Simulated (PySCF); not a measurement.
# C3H11PSi2: the cost of one run

The runs use PySCF 2.14.0, with density-fitted response routines of our own; the level of theory stands in each step. All values are computed, except where a source is named. Atoms are numbered from 0 throughout.

## 1. The starting structure

17 atoms, charge 0, multiplicity 1; geometry from: GFN2-xTB.

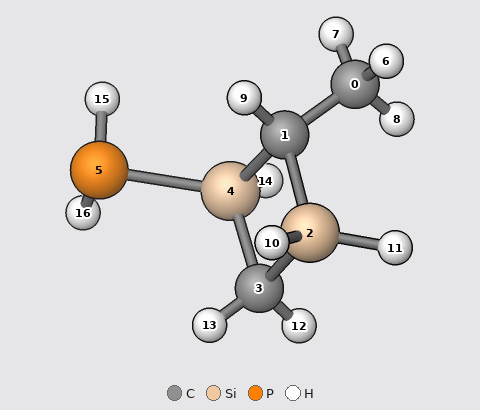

As it starts; carbon grey, silicon light orange, phosphorus orange, hydrogen white, atoms numbered.

## 2. Excited states and response: CAM-B3LYP/def2-SVPD

What the job is given:

```
{"job": {"kind": "uv", "xc": "CAM-B3LYP", "basis": "def2-SVPD", "nstates": 8, "ntriplets": 3}, "charge": 0, "multiplicity": 1}
C     -1.864056     1.075602     0.431264
C     -0.845684     0.291571    -0.385294
Si    -0.876951    -1.620533    -0.158820
C      0.918504    -1.514954     0.504525
Si     0.983066     0.382747     0.222266
P      2.367895     0.914772    -1.462579
H     -2.877980     0.863395     0.094068
H     -1.696467     2.148401     0.342812
H     -1.797341     0.809950     1.484092
H     -0.947799     0.588807    -1.431765
H     -1.029227    -2.378242    -1.399493
H     -1.848372    -2.069016     0.839825
H      1.026967    -1.817123     1.542021
H      1.647627    -2.084077    -0.065879
H      1.181907     1.173676     1.449770
H      2.154929     2.277286    -1.352142
H      3.495985     0.969769    -0.664581
```

With the program's defaults for keys left out, this is: TDDFT CAM-B3LYP/def2-SVPD, vertical, gas phase, core orbitals frozen in the response.

Command:

```console
OMP_NUM_THREADS=1 python probes_run.py task.json out
```

The driver reads the jobs from task.json and runs them one after another.

Q: Estimate the wall time and peak memory of this job on 1 thread of AMD EPYC 9R14, shared host.

About 38 s, with a peak of 1 GiB.
